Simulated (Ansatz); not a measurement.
# MP2/def2-SVPD (core potential) run of InNH3Cl (SMILES [NH2][InH][Cl])

Aim: the vertical singlet–triplet gap of InNH3Cl at MP2/def2-SVPD (core potential), from 2 runs. 

Program for the calculation: Ansatz 0.2.0.

22 further runs of the same task are left out: 22 set aside as unsound or not needed.

### 1 The structure to begin with

The species is InNH3Cl (6 atoms), meant as a singlet with charge 0. SMILES: `[NH2][InH][Cl]`. The shape is that of a PBE0-D4/def2-TZVP optimisation.

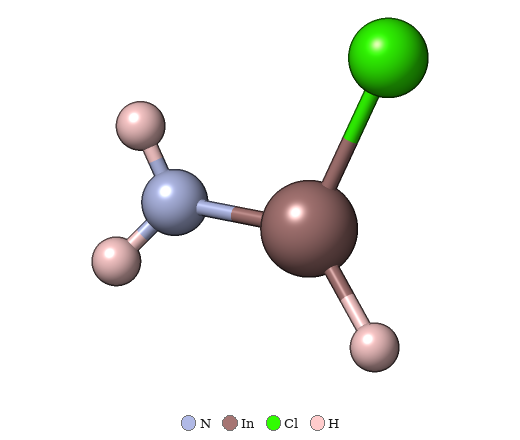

Viewed from a chosen angle; nitrogen light blue, indium brown, chlorine green, hydrogen pink.

### 2 The energy at MP2/def2-SVPD (core potential)

Input file job.yaml:

```yaml
crystal:
  periodic: [false, false, false]
  atoms:
    - symbol: N
      position_ang: [-1.020800, 0.188100, -0.504100]
    - symbol: In
      position_ang: [0.792100, 0.148600, 0.327900]
    - symbol: Cl
      position_ang: [0.990800, -1.771000, 1.649200]
    - symbol: H
      position_ang: [-1.219400, 0.761400, -1.308200]
    - symbol: H
      position_ang: [-1.558200, -0.664500, -0.526800]
    - symbol: H
      position_ang: [2.057500, 1.273400, 0.315800]
basis:
  gaussian:
    orbitals: def2-SVPD
total_charge: 0
correlation:
  method: mp2
  frozen_orbitals: {Cl: 5, H: 0, In: 4, "N": 1}
accuracy: high
```

Run with:

```console
$ ansatz run job.yaml --threads 1 --pin off --max-ram 3480MiB --events-out events.jsonl --progress --plain --runs-dir runs
```

What it wrote:

```text
Warning: RAYON_NUM_THREADS=1 ignored (pool sized by the plan → 1); use --threads N
Functional definition: HF
  name "HF"
  exchange = exact_x
  correlation = 0
2197 factors; integrals over basis functions are off by at most 3.8e-9 eV
mean field evaluation 1: about -19174.9697 eV, gradient 3.5e1 eV
mean field evaluation 2: about -19175.0454 eV, gradient 3.5e1 eV
mean field evaluation 4: about -19177.9666 eV, gradient 2.5e0 eV
mean field evaluation 8: about -19177.9983 eV, gradient 1.3e-1 eV
mean field evaluation 16: about -19177.9984 eV, gradient 2.2e-8 eV
mean field -19177.99839869 eV, -704.7784418378 hartree, gradient 2.2e-8 eV, S^2 0.000000; 0 other end points of the search recorded, 0 dependent functions left out
10 core orbitals not correlated: weight in the atoms' cores, before any rotation towards them, 1.000 or more for the frozen orbitals, at most 0.000 for the correlated occupied ones
reference -19177.99839869 eV, -704.7784418378 hartree; 14, 14 occupied and 79, 79 virtual orbitals, 2197 factors
second order -11.66268472 eV of doubles, -0.00000000 eV of singles
Total energy: -19189.66108342 eV, -705.2070375962 hartree
```

Wall time 6.9 s (1 thread of Intel Xeon Platinum 8259CL at 2.50GHz (Skylake/Cascade Lake), shared host); peak memory 0.33 GiB.

### 3 The triplet

Input file molecule.yaml:

```yaml
basis:
  gaussian:
    orbitals: def2-SVPD
crystal:
  periodic: [false, false, false]
  atoms:
    - symbol: "N"
      position_ang: [-1.020800, 0.188100, -0.504100]
    - symbol: In
      position_ang: [0.792100, 0.148600, 0.327900]
    - symbol: Cl
      position_ang: [0.990800, -1.771000, 1.649200]
    - symbol: H
      position_ang: [-1.219400, 0.761400, -1.308200]
    - symbol: H
      position_ang: [-1.558200, -0.664500, -0.526800]
    - symbol: H
      position_ang: [2.057500, 1.273400, 0.315800]
magnetization:
  spin_polarized: true
  initial_magnetization: 2
correlation:
  method: mp2
  frozen_orbitals: {Cl: 5, H: 0, In: 4, "N": 1}
accuracy: high
```

Run with:

```console
$ ansatz run molecule.yaml --threads 1 --pin off --max-ram 3480MiB --events-out events.jsonl --progress --plain --runs-dir runs
```

What it wrote, shortened:

```text
Warning: RAYON_NUM_THREADS=1 ignored (pool sized by the plan → 1); use --threads N
[... 2 set-up lines as earlier in the session ...]
[...]
2197 factors; integrals over basis functions are off by at most 3.8e-9 eV
[...]
mean field -19174.13752458 eV, -704.6365573312 hartree, gradient 2.6e-8 eV, S^2 2.014067; 8 other end points of the search recorded, 0 dependent functions left out
10 core orbitals not correlated: weight in the atoms' cores, before any rotation towards them, 1.000 or more for the frozen orbitals, at most 0.000 for the correlated occupied ones
reference -19174.13752458 eV, -704.6365573312 hartree; 15, 13 occupied and 78, 80 virtual orbitals, 2197 factors
second order -10.41662191 eV of doubles, -0.00000000 eV of singles
Total energy: -19184.55414649 eV, -705.0193611258 hartree
```

It took 21 s on 1 thread of Intel Xeon Platinum 8259CL at 2.50GHz (Skylake/Cascade Lake), shared host; peak memory 0.55 GiB.

### 4 Outcome

At MP2/def2-SVPD (core potential), 10 core orbitals frozen:

```
                                             quantity          value
                                singlet: total energy  -705.20704 Eh
singlet: correlation energy (10 core orbitals frozen)     -428.6 mEh
                                triplet: total energy  -705.01936 Eh
triplet: correlation energy (10 core orbitals frozen)     -382.8 mEh
           triplet: ⟨S²⟩ of the reference determinant          2.014
     vertical energy of the triplet above the singlet       5.107 eV
```

**Reading.** At this shape the triplet lies 5.11 eV (493 kJ/mol) above the singlet.
